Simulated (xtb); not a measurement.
# Frequency calculation, with input and output: C3H10AlAs (part 1 of 2)

- system: C3H10AlAs, SMILES C[CH2][Al]([CH3])[AsH2]
- method: GFN2-xTB (xtb 6.7.1 later snapshot)

The geometry was optimised with GFN2-xTB.

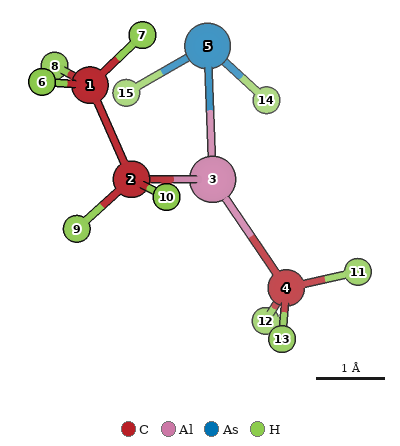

**Figure 1.** The structure as given in the input (ball-and-stick view, seen at a tilt; atoms are numbered from 1 in the order of the input). Sticks mark near contacts.

**Key numbers**

```tsv
quantity	value
outcome	converged
electrons treated	30
total energy	−14.912482 hartree
dispersion energy	−0.008568 hartree
basis functions	42
HOMO	−9.14 eV
LUMO	−5.59 eV
zero-point energy	0.109925 hartree
dipole moment	0.82 D
wavenumbers, lowest and highest	43 and 2988 cm⁻¹
hardware	1 thread of Arm Neoverse V2, 24 GiB of memory available, shared host
peak memory	0.073 GiB
```

**Remarks**

Settings chosen away from the usual ones: method = gfn2-xtb; task = frequencies; x = {"hess_scc_accuracy": 1}; geo = {"prev": "A"}.

**Input file (coord)**
```
$coord
     -0.135058726127      4.219682847244      1.115883276592  c
      0.886224860666      1.666870722749      2.053395304280  c
      0.182415262810     -0.979086002430     -0.597040071814  al
      1.500763796394     -4.483904353990     -0.153237891446  c
     -2.474501873891      0.315414187461     -4.095811299775  as
      0.089818682703      5.710771245880      2.520327732413  h
      0.849885427289      4.802946815610     -0.602879325539  h
     -2.147881610511      4.069581901165      0.659117575008  h
     -0.007672288066      1.221027638166      3.876754247409  h
      2.906058628972      1.870035178407      2.491792867932  h
      2.592080633365     -5.129208031027     -1.795674455403  h
     -0.005536897545     -5.884739432913      0.112797752379  h
      2.751308956626     -4.646704259626      1.489425439646  h
     -2.398289219285     -2.450181098667     -4.815230035420  h
     -4.589672325185     -0.302469563508     -2.259677808044  h
$end
```

**File xtb.inp**
```
$chrg 0
$spin 0
$hess
   sccacc=1
$end
```

Run as:
```bash
xtb coord --hess --gfn 2 -I xtb.inp --parallel 1 | tee coord.out
```

**Output**
```
* xtb version 6.7.1
   ID    Z sym.   atoms
    1    6 c      1, 2, 4
    2   13 al     3
    3   33 as     5
    4    1 h      6-15

           -------------------------------------------------
          |                Calculation Setup                |
           -------------------------------------------------

          program call               : xtb coord --hess --gfn 2 -I xtb.inp --parallel 1
          coordinate file            : coord
          omp threads                :                     1

           -------------------------------------------------
          |                 G F N 2 - x T B                 |
           -------------------------------------------------

      * Hamiltonian:
        H0-scaling (s, p, d)           1.850000    2.230000    2.230000
        zeta-weighting                 0.500000
      * Dispersion:
        s8                             2.700000
        a1                             0.520000
        a2                             5.000000
        s9                             5.000000
      * Repulsion:
        kExp                           1.500000    1.000000
        rExp                           1.000000
      * Coulomb:
        alpha                          2.000000
        third order                    shell-resolved
        anisotropic                    true
        a3                             3.000000
        a5                             4.000000
        cn-shift                       1.200000
        cn-exp                         4.000000
        max-rad                        5.000000

          ...................................................
          :                      SETUP                      :
          :.................................................:
          :  # basis functions                  42          :
          :  # atomic orbitals                  40          :
          :  # shells                           22          :
          :  # electrons                        30          :
          :  max. iterations                   250          :
          :  Hamiltonian                  GFN2-xTB          :
          :  restarted?                      false          :
          :  GBSA solvation                  false          :
          :  PC potential                    false          :
          :  electronic temp.          300.0000000     K    :
          :  accuracy                    1.0000000          :
          :  -> integral cutoff          0.2500000E+02      :
          :  -> integral neglect         0.1000000E-07      :
          :  -> SCF convergence          0.1000000E-05 Eh   :
          :  -> wf. convergence          0.1000000E-03 e    :
          :  Broyden damping             0.4000000          :
          :  net charge                          0          :
          :  unpaired electrons                  0          :
          ...................................................

 iter      E             dE          RMSdq      gap      omega  full diag
   1    -15.0204269 -0.150204E+02  0.114E+01    3.64       0.0  T
   2    -15.0517352 -0.313083E-01  0.718E+00    3.38       1.0  T
   3    -15.0507297  0.100557E-02  0.518E+00    3.66       1.0  T
   4    -15.0862071 -0.354774E-01  0.138E+00    3.50       1.0  T
   5    -15.0857481  0.459001E-03  0.790E-01    3.61       1.0  T
   6    -15.0870112 -0.126314E-02  0.449E-01    3.54       1.0  T
   7    -15.0871393 -0.128092E-03  0.238E-01    3.56       1.0  T
   8    -15.0871375  0.185576E-05  0.166E-01    3.57       1.0  T
   9    -15.0871703 -0.328705E-04  0.596E-02    3.56       1.0  T
  10    -15.0871727 -0.231864E-05  0.274E-02    3.56       1.0  T
  11    -15.0871731 -0.398814E-06  0.112E-02    3.56       2.3  T
  12    -15.0871734 -0.314315E-06  0.244E-03    3.56      10.6  T
  13    -15.0871734 -0.247987E-08  0.649E-04    3.56      39.8  T
  14    -15.0871734  0.241636E-09  0.421E-04    3.56      61.4  T

   *** convergence criteria satisfied after 14 iterations ***

         #    Occupation            Energy/Eh            Energy/eV
      -------------------------------------------------------------
         1        2.0000           -0.5901770             -16.0595
       ...           ...                  ...                  ...
         9        2.0000           -0.4435303             -12.0691
        10        2.0000           -0.4312071             -11.7337
        11        2.0000           -0.4297070             -11.6929
        12        2.0000           -0.4201938             -11.4341
        13        2.0000           -0.4114348             -11.1957
        14        2.0000           -0.3589043              -9.7663
        15        2.0000           -0.3360698              -9.1449 (HOMO)
        16                         -0.2053182              -5.5870 (LUMO)
        17                         -0.1761841              -4.7942
        18                         -0.1539897              -4.1903
        19                         -0.1052578              -2.8642
        20                         -0.0744265              -2.0252
       ...                                ...                  ...
        40                          1.0786220              29.3508
      -------------------------------------------------------------
                  HL-Gap            0.1307516 Eh            3.5579 eV
             Fermi-level           -0.2706940 Eh           -7.3660 eV

 SCC (total)                   0 d,  0 h,  0 min,  0.007 sec
 SCC setup                      ...        0 min,  0.000 sec (  1.049%)
 Dispersion                     ...        0 min,  0.000 sec (  0.817%)
 classical contributions        ...        0 min,  0.000 sec (  0.141%)
 integral evaluation            ...        0 min,  0.001 sec ( 12.341%)
 iterations                     ...        0 min,  0.004 sec ( 60.355%)
 molecular gradient             ...        0 min,  0.002 sec ( 24.461%)
 printout                       ...        0 min,  0.000 sec (  0.677%)

         :::::::::::::::::::::::::::::::::::::::::::::::::::::
         ::                     SUMMARY                     ::
         :::::::::::::::::::::::::::::::::::::::::::::::::::::
         :: total energy             -14.912482266914 Eh    ::
         :: gradient norm              0.000054402541 Eh/a0 ::
         :: HOMO-LUMO gap              3.557931541570 eV    ::
         ::.................................................::
         :: SCC energy               -15.087133016967 Eh    ::
         :: -> isotropic ES            0.023144475396 Eh    ::
         :: -> anisotropic ES          0.002601632800 Eh    ::
         :: -> anisotropic XC          0.002646623899 Eh    ::
         :: -> dispersion             -0.008568092515 Eh    ::
         :: repulsion energy           0.174650750052 Eh    ::
         :: add. restraining           0.000000000000 Eh    ::
         :: total charge               0.000000000000 e     ::
         :::::::::::::::::::::::::::::::::::::::::::::::::::::

           -------------------------------------------------
          |                Numerical Hessian                |
           -------------------------------------------------
step length          :   0.00500
SCC accuracy         :   1.00000
Hessian scale factor :   1.00000
frozen atoms in %    :   0.00000    0
RMS gradient         :   0.00005
estimated CPU  time      0.01 min

writing file <hessian>, containing the non-mass-weighted Hessian matrix in atomic units (Eₕ/Bohr²).

 projected vibrational frequencies (cm⁻¹)
eigval :       -0.00    -0.00    -0.00     0.00     0.00     0.00
eigval :       43.18    46.62    79.46    85.30   106.63   130.84
eigval :      191.39   210.58   305.50   434.41   470.69   474.78
eigval :      502.64   571.53   592.95   653.70   896.65   957.82
eigval :      995.43  1025.52  1216.29  1223.01  1303.61  1400.30
eigval :     1453.07  1458.79  1473.63  1488.61  1498.31  1787.58
eigval :     1824.34  2858.86  2884.57  2894.95  2905.13  2922.93
eigval :     2931.52  2962.51  2988.00
           -------------------------------------------------
          |                Property Printout                |
           -------------------------------------------------

    * Orbital Energies and Occupations

         #    Occupation            Energy/Eh            Energy/eV
      -------------------------------------------------------------
         1        2.0000           -0.5901765             -16.0595
       ...           ...                  ...                  ...
         3        2.0000           -0.5608613             -15.2618
         4        2.0000           -0.5429910             -14.7755
         5        2.0000           -0.4816328             -13.1059
         6        2.0000           -0.4783236             -13.0158
         7        2.0000           -0.4512070             -12.2780
         8        2.0000           -0.4507996             -12.2669
         9        2.0000           -0.4435291             -12.0690
        10        2.0000           -0.4312071             -11.7337
        11        2.0000           -0.4297049             -11.6929
        12        2.0000           -0.4201934             -11.4340
        13        2.0000           -0.4114350             -11.1957
        14        2.0000           -0.3589037              -9.7663
        15        2.0000           -0.3360691              -9.1449 (HOMO)
        16                         -0.2053158              -5.5869 (LUMO)
        17                         -0.1761823              -4.7942
        18                         -0.1539889              -4.1903
        19                         -0.1052560              -2.8642
        20                         -0.0744251              -2.0252
        21                         -0.0637989              -1.7361
        22                         -0.0499225              -1.3585
        23                         -0.0294036              -0.8001
        24                          0.1053353               2.8663
        25                          0.1471908               4.0053
        26                          0.1552922               4.2257
       ...                                ...                  ...
        40                          1.0786239              29.3509
      -------------------------------------------------------------
                  HL-Gap            0.1307532 Eh            3.5580 eV
             Fermi-level           -0.2706924 Eh           -7.3659 eV

     #   Z          covCN         q      C6AA      α(0)
     1   6          3.787    -0.091    22.257     6.720
     2   6          3.653    -0.173    24.217     7.066
     3  13          2.595     0.249    96.962    20.133
     4   6          3.607    -0.223    25.598     7.310
     5  33          2.825     0.019   213.785    26.799
     6   1          0.924     0.028     2.612     2.527
     7   1          0.924     0.036     2.501     2.473
     8   1          0.924     0.040     2.452     2.449
     9   1          0.923     0.027     2.633     2.538
    10   1          0.923     0.027     2.630     2.536
    11   1          0.924     0.042     2.428     2.437
    12   1          0.924     0.043     2.413     2.429
    13   1          0.924     0.046     2.364     2.405
    14   1          0.970    -0.027     3.563     2.950
    15   1          0.970    -0.042     3.897     3.085

 Mol. C6AA /au·bohr⁶  :       3044.526539
 Mol. C8AA /au·bohr⁸  :     127908.362617
 Mol. α(0) /au        :         93.857365

Wiberg/Mayer (AO) data.
largest (>0.10) Wiberg bond orders for each atom

 ---------------------------------------------------------------------------
     #   Z sym  total        # sym  WBO       # sym  WBO       # sym  WBO
```
